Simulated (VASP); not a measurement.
# NbCd3 with and without spin-orbit coupling, part 2 of 3

What does spin-orbit coupling change in NbCd3, and what does it cost? All runs use LDA. Left out of this account: 1 further run (self-consistent run: a reference on another mesh). The start is a cell from a database of measured crystal structures.

VASP 6.6.1, plane waves and PAW; the level of theory is named at each step.

Still holding for the runs below: This run has no spin polarisation. Its electron count is odd, so without a moment it is a metal by construction. The k-mesh is coarse for a metal.

So far. Step 2 (Band structure (LDA)): There is no gap at this level. Step 3 (Bands along the symmetry lines (LDA + SOC)): There is no gap at this level. Without the coupling there was no gap either. The run took 4.2 times the core time, with 60 spinor bands against 38.

**4. Density of states (LDA)**

This step: LDA; plane waves and PAW (Nb_sv, Cd) (VASP 6.6.1).

Here the states are counted by energy and projected on the atoms.

Contents of INCAR:

```
SYSTEM = NbCd3
PREC = Accurate
ENCUT = 400
EDIFF = 1E-06
NELM = 100
ISMEAR = -5
SIGMA = 0.05
LREAL = .FALSE.
ALGO = Normal
GGA = CA
NBANDS = 38
LASPH = .TRUE.
LORBIT = 11
LWAVE = .FALSE.
LCHARG = .FALSE.
KPAR = 4
NEDOS = 2001
```

Contents of POSCAR:

```
NbCd3
1.0
    4.2150000000      0.0000000000      0.0000000000
    0.0000000000      4.2150000000      0.0000000000
    0.0000000000      0.0000000000      4.2150000000
Nb Cd
1 3
Direct
    0.0000000000      0.0000000000      0.0000000000
    0.0000000000      0.5000000000      0.5000000000
    0.5000000000      0.0000000000      0.5000000000
    0.5000000000      0.5000000000      0.0000000000
```

Contents of KPOINTS:

```
Automatic mesh
0
Gamma
6 6 6
0 0 0
```

PAW data sets: Nb_sv and Cd (LDA family, release 64).

Run with:

```bash
$ mpirun -np 4 vasp_std
```

What it wrote:

```text
[... set-up lines as in an earlier step ...]
 entering main loop
       N       E                     dE             d eps       ncg     rms          rms(c)
DAV:   1     0.419024196652E+03    0.41902E+03   -0.21570E+04  1520   0.109E+03
DAV:   2     0.111140273395E+00   -0.41891E+03   -0.39930E+03  1644   0.389E+02
DAV:   3    -0.157739542907E+02   -0.15885E+02   -0.15541E+02  2070   0.796E+01
DAV:   4    -0.163352190668E+02   -0.56126E+00   -0.55509E+00  2268   0.116E+01
DAV:   5    -0.163432623833E+02   -0.80433E-02   -0.80495E-02  1924   0.128E+00    0.101E+01
DAV:   6    -0.155829953174E+02    0.76027E+00   -0.13286E+00  2046   0.989E+00    0.631E+00
DAV:   7    -0.154830378378E+02    0.99957E-01   -0.17741E-01  1762   0.283E+00    0.383E+00
DAV:   8    -0.154634652911E+02    0.19573E-01   -0.56795E-02  2098   0.192E+00    0.685E-01
DAV:   9    -0.154602572465E+02    0.32080E-02   -0.65313E-03  1972   0.628E-01    0.194E-01
DAV:  10    -0.154600559335E+02    0.20131E-03   -0.83885E-04  1808   0.186E-01    0.539E-02
DAV:  11    -0.154600657530E+02   -0.98195E-05   -0.49889E-05  1844   0.515E-02    0.199E-02
DAV:  12    -0.154600764868E+02   -0.10734E-04   -0.57060E-06  1946   0.155E-02    0.688E-03
DAV:  13    -0.154600763813E+02    0.10545E-06   -0.40060E-07  1074   0.412E-03
   1 F= -.15460076E+02 E0= -.15460076E+02  d E =0.000000E+00
 -----------------------------------------------------------------------------
|                                                                             |
|           W    W    AA    RRRRR   N    N  II  N    N   GGGG   !!!           |
|           W    W   A  A   R    R  NN   N  II  NN   N  G    G  !!!           |
|           W    W  A    A  R    R  N N  N  II  N N  N  G       !!!           |
|           W WW W  AAAAAA  RRRRR   N  N N  II  N  N N  G  GGG   !            |
|           WW  WW  A    A  R   R   N   NN  II  N   NN  G    G                |
|           W    W  A    A  R    R  N    N  II  N    N   GGGG   !!!           |
|                                                                             |
|     Tetrahedron method does not include variations of the Fermi             |
|     occupations, so forces and stress will be inaccurate. We suggest        |
|     using a different smearing scheme ISMEAR = 1 or 2 for metals in         |
|     relaxations.                                                            |
|                                                                             |
 -----------------------------------------------------------------------------
```

Wall time 4 s (4 MPI ranks of AMD EPYC 9R45, shared host); peak memory 0.53 GiB; 14 s of CPU time.

From OUTCAR (step 4):

```text
The static configuration has the point symmetry O_h .

 Found     20 irreducible k-points:

   NELECT =      49.0000    total number of electrons

 E-fermi :   5.0437

 k-point     1 :       0.0000    0.0000    0.0000
  band No.  band energies     occupation
    ...
     20      -2.4585      2.00000
     21       4.1138      2.00000
     22       4.1138      2.00000
     23       5.2507      1.43399
     24       5.2507      0.54307
     25       5.2507      0.00000
     26       6.3483      0.00000
     27       6.3483      0.00000
     28       6.3483      0.00000
     29      10.6555      0.00000
    ...

 k-point     2 :       0.1667    0.0000    0.0000
  band No.  band energies     occupation
    ...
     20      -2.4584      2.00000
     21       2.8444      2.00000
     22       4.1408      2.00000
     23       4.8575      1.98313
     24       4.8575      2.00519
     25       5.5632      0.00000
     26       6.3270      0.00000
     27       6.9490      0.00000
     28       6.9490      0.00000
     29       9.9110      0.00000
    ...

  Total       -1.2217630     -1.2217630     -1.2217630      0.0000000      0.0000000     -0.0000000
  in kB      -26.1399535    -26.1399535    -26.1399535      0.0000000      0.0000000     -0.0000000
  external PRESSURE =     -26.1399535 kB  Pullay stress =       0.0000000 kB

  FREE ENERGIE OF THE ION-ELECTRON SYSTEM (eV)
  ---------------------------------------------------
  free  energy   TOTEN  =       -15.4600763813 eV

  energy  without entropy=      -15.4600763813  energy(sigma->0) =      -15.46007638

 total charge
# of ion       s       p       d       tot
------------------------------------------
    1        2.125   5.968   2.491  10.584
    2        0.561   0.430   9.454  10.445
    3        0.561   0.430   9.454  10.445
    4        0.561   0.430   9.454  10.445
--------------------------------------------------
tot          3.809   7.257  30.854  41.920

[... 9 parts as in an earlier step ...]

[... 5 further parts left out ...]
```

With tetrahedra the forces and stress of a metal are not exact derivatives of the energy.

Numbers from this step:

* bands: 38
* free energy (TOTEN): -15.46 eV
* Fermi energy: 5.044 eV
* pressure: -2.614 GPa
* DOS at the Fermi level: 1.681 states/eV/cell

The density of states has structure finer than the step of the table below, so its rows give means over 1 eV, whole bins alone (the curve runs from -12.0 to 4.29 eV). Peaks (eV: height): total -9.0: 21.7, -8.7: 19.8, -8.4: 28.2, -8.2: 32.5; Nb d -0.7: 2.18, 1.2: 4.58, 1.8: 1.40, 4.1: 0.866; Cd p -0.7: 0.706, 1.2: 0.256, 2.2: 0.303, 4.1: 0.249; Cd s -8.4: 0.483, -6.2: 0.273, -2.5: 0.518, 4.1: 0.732; Cd d -9.0: 19.2, -8.7: 18.0, -8.4: 26.2, -8.2: 30.4.

States under -12.0 eV and over 4.3 eV are left out. Table of density of states by energy, zero at the Fermi level; means over each step; values in states/eV/cell:

```csv
energy (eV),total,Nb d,Cd p,Cd s,Cd d
-11,0,0,0,0,0
-10,0.0964,3.3e-5,2.0e-4,0.00232,0.0807
-9,14.5,0.0480,0.0472,0.108,12.9
-8,15.6,0.0323,0.0397,0.142,14.5
-7,0.689,0.00485,0.0237,0.166,0.219
-6,0.805,0.0231,0.0542,0.245,0.0735
-5,0.640,0.0310,0.0654,0.160,0.0446
-4,1.02,0.0613,0.116,0.213,0.0803
-3,1.16,0.118,0.104,0.272,0.121
-2,1.84,0.369,0.200,0.282,0.154
-1,3.54,1.28,0.488,0.0768,0.179
0,1.93,0.947,0.202,0.0157,0.0959
1,2.31,1.46,0.119,0.0154,0.0827
2,2.42,1.11,0.241,0.0495,0.160
3,1.45,0.516,0.181,0.110,0.0906
```

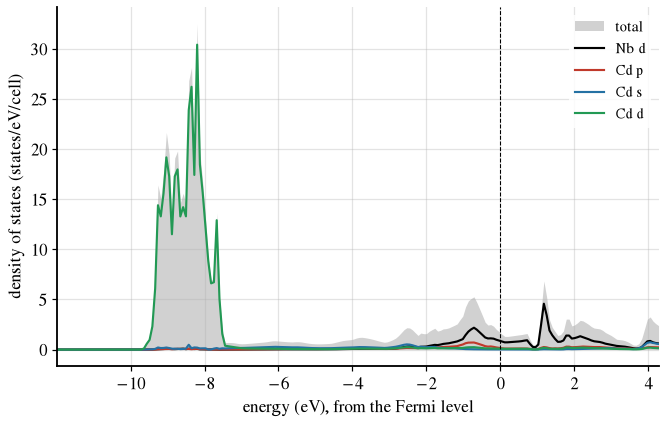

Density of states, plotted against energy.

Of the states within 0.3 eV of the Fermi level, the largest shares in the PAW spheres are Nb d 50 %, Cd p 10 % and Cd d 5 %. The rest lies in smaller channels or between the spheres.

**5. Total and projected DOS (LDA + SOC)**

This step: LDA, spin-orbit coupling; plane waves and PAW (Nb_sv, Cd) (VASP 6.6.1).

Here the states are counted by energy and projected on the atoms.

INCAR: that of step 4 with these lines changed.

```diff
@@ -10,4 +10,9 @@
 GGA = CA
-NBANDS = 38
+LNONCOLLINEAR = .TRUE.
+MAGMOM = 0 0 0 0 0 0 0 0 0 0 0 0
+NBANDS = 60
+GGA_COMPAT = .FALSE.
 LASPH = .TRUE.
+LSORBIT = .TRUE.
+LMAXMIX = 4
 LORBIT = 11
```

POSCAR is that of step 4.

KPOINTS is that of step 4.

Run with:

```bash
$ mpirun -np 4 vasp_ncl
```

What it wrote:

```text
[... set-up lines as in an earlier step ...]
 entering main loop
       N       E                     dE             d eps       ncg     rms          rms(c)
DAV:   1     0.444599155434E+03    0.44460E+03   -0.22807E+04  2400   0.141E+03
DAV:   2     0.728024621740E+01   -0.43732E+03   -0.42543E+03  2620   0.494E+02
DAV:   3    -0.151594035882E+02   -0.22440E+02   -0.21791E+02  3368   0.106E+02
DAV:   4    -0.164825507932E+02   -0.13231E+01   -0.13071E+01  4012   0.207E+01
DAV:   5    -0.165402845711E+02   -0.57734E-01   -0.57679E-01  3524   0.322E+00    0.108E+01
DAV:   6    -0.157764097177E+02    0.76387E+00   -0.19504E+00  3152   0.126E+01    0.674E+00
DAV:   7    -0.156761727009E+02    0.10024E+00   -0.28515E-01  2968   0.379E+00    0.403E+00
DAV:   8    -0.156570398152E+02    0.19133E-01   -0.75850E-02  3120   0.252E+00    0.776E-01
DAV:   9    -0.156550688787E+02    0.19709E-02   -0.64471E-03  3552   0.636E-01    0.260E-01
DAV:  10    -0.156549763502E+02    0.92528E-04   -0.51334E-04  3344   0.162E-01    0.139E-01
DAV:  11    -0.156549119237E+02    0.64427E-04   -0.96515E-05  2984   0.758E-02    0.241E-02
DAV:  12    -0.156549241861E+02   -0.12262E-04   -0.14714E-05  2744   0.317E-02    0.506E-03
DAV:  13    -0.156549235752E+02    0.61087E-06   -0.21140E-06  2352   0.143E-02
   1 F= -.15654924E+02 E0= -.15654924E+02  d E =0.000000E+00  mag=     0.0000    -0.0000    -0.0000
 [... a notice as in an earlier step ...]
```

Run time: 14 s. Hardware: 4 MPI ranks; peak memory 0.97 GiB; 53 s of CPU time.

From OUTCAR (step 5):

```text
   NELECT =      49.0000    total number of electrons

 E-fermi :   5.0372

 k-point     1 :       0.0000    0.0000    0.0000
  band No.  band energies     occupation
    ...
     42       4.1148      1.00000
     43       4.1148      1.00000
     44       4.1148      1.00000
     45       5.2081      0.80528
     46       5.2081      0.80528
     47       5.2081      0.33696
     48       5.2081      0.33696
     49       5.2985      0.00000
     50       5.2985      0.00000
     51       6.3170      0.00000
    ...

  Total       -1.2614652     -1.2614652     -1.2614652      0.0000000      0.0000000     -0.0000000
  in kB      -26.9893936    -26.9893936    -26.9893936      0.0000000      0.0000000     -0.0000000
  external PRESSURE =     -26.9893936 kB  Pullay stress =       0.0000000 kB

  FREE ENERGIE OF THE ION-ELECTRON SYSTEM (eV)
  ---------------------------------------------------
  free  energy   TOTEN  =       -15.6549235752 eV

  energy  without entropy=      -15.6549235752  energy(sigma->0) =      -15.65492358

 Spin-Orbit-Coupling matrix elements
 Ion:    1  E_soc:     -0.1853225
 Ion:    2  E_soc:     -0.0685473
 Ion:    3  E_soc:     -0.0685473
 Ion:    4  E_soc:     -0.0685473

 magnetization (x)
# of ion       s       p       d       tot
------------------------------------------
    1       -0.000   0.000  -0.000  -0.000
    2        0.000   0.000  -0.000   0.000
    3       -0.000  -0.000   0.000  -0.000
    4        0.000   0.000  -0.000   0.000
--------------------------------------------------
tot          0.000   0.000  -0.000  -0.000

 magnetization (y)
# of ion       s       p       d       tot
------------------------------------------
    1       -0.000   0.000  -0.000  -0.000
    2        0.000  -0.000  -0.000   0.000
    3       -0.000  -0.000  -0.000  -0.000
    4       -0.000  -0.000   0.000  -0.000
--------------------------------------------------
tot         -0.000  -0.000  -0.000  -0.000

 magnetization (z)
# of ion       s       p       d       tot
------------------------------------------
    1        0.000  -0.000  -0.000  -0.000
    2       -0.000   0.000   0.000   0.000
    3        0.000  -0.000  -0.000  -0.000
    4       -0.000  -0.000   0.000  -0.000
--------------------------------------------------
tot         -0.000   0.000  -0.000  -0.000

[... 9 parts as in an earlier step ...]

[... 9 further parts left out ...]
```

At this level the cell is under a tension of 2.7 GPa, so at these settings it is away from equilibrium.

This step gave:

```
bands                  : 60
free energy (TOTEN)    : -15.65 eV
Fermi energy           : 5.037 eV
pressure               : -2.699 GPa
DOS at the Fermi level : 1.666 states/eV/cell
```

On-site spin-orbit energy by atom:

| atom | on-site spin-orbit energy (eV) |
| --- | --- |
| Nb1 | -0.185 |
| Cd2 | -0.069 |
| Cd3 | -0.069 |
| Cd4 | -0.069 |

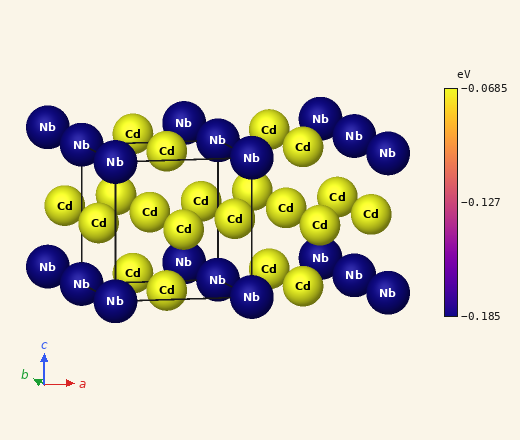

Atoms coloured by on-site spin-orbit energy. 2×2×1 cells are drawn. Some periodic images of atoms are drawn too.

The density of states has structure finer than the step of the table below, so its rows give means over 1 eV, whole bins alone (the curve runs from -12.0 to 1.25 eV). Peaks (eV: height): total -9.0: 30.6, -8.5: 23.4, -8.2: 27.0, -8.1: 29.5; Nb d -0.7: 2.17, 1.2: 4.74; Cd p -9.0: 0.098, -0.8: 0.702, 1.2: 0.274; Cd s -8.3: 0.427, -6.1: 0.271, -3.7: 0.253, -2.5: 0.510; Cd d -9.0: 27.9, -8.5: 21.2, -8.1: 27.8, -7.6: 13.7.

States under -12.0 eV and over 1.2 eV are left out. Density of states against energy, zero at the Fermi level; means over each step; values in states/eV/cell:

| energy (eV) | total | Nb d | Cd p | Cd s | Cd d |
| --- | --- | --- | --- | --- | --- |
| -11 | 0 | 0 | 0 | 0 | 0 |
| -10 | 0.211 | 3.1e-4 | 3.8e-4 | 0.00346 | 0.181 |
| -9 | 12.8 | 0.0353 | 0.0364 | 0.0841 | 11.5 |
| -8 | 16.8 | 0.0435 | 0.0509 | 0.182 | 15.4 |
| -7 | 0.948 | 0.00495 | 0.0232 | 0.158 | 0.491 |
| -6 | 0.809 | 0.0229 | 0.0538 | 0.243 | 0.0840 |
| -5 | 0.641 | 0.0310 | 0.0655 | 0.161 | 0.0461 |
| -4 | 1.01 | 0.0610 | 0.116 | 0.213 | 0.0811 |
| -3 | 1.14 | 0.112 | 0.106 | 0.264 | 0.118 |
| -2 | 1.85 | 0.369 | 0.200 | 0.288 | 0.160 |
| -1 | 3.55 | 1.28 | 0.488 | 0.0783 | 0.182 |
| 0 | 1.92 | 0.942 | 0.202 | 0.0157 | 0.0960 |

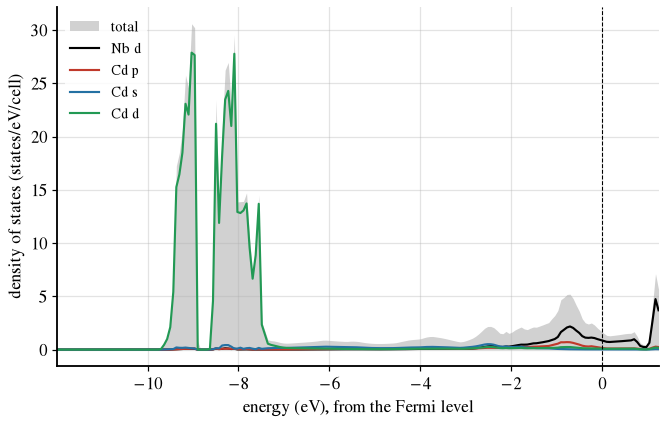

Density of states, plotted against energy.

The DOS at the Fermi level goes from 1.68 to 1.67 states/eV/cell, a number that is sensitive to the mesh. The run took 3.5 times the core time, with 60 spinor bands against 38. Of the states within 0.3 eV of the Fermi level, the largest shares in the PAW spheres are Nb d 50 %, Cd p 10 % and Cd d 5 %. The rest lies in smaller channels or between the spheres.

(Continued in part 3 of 3.)

[Lines on the potential files, build, host, timing and source positions are cut from VASP's logs without a mark.]

[Logs are printed without paths, hosts, clocks, repeated set-up lines and the standing remarks that a program may print on its own settings, such as how far it seeks lower states.]

[Hosts, paths, dates, database ids (printed as entryN), source tags and the programs' standing remarks are cut or masked in the printed files.]

[A measured line is paired with the nearest computed mode of its activity, which favours agreement.]
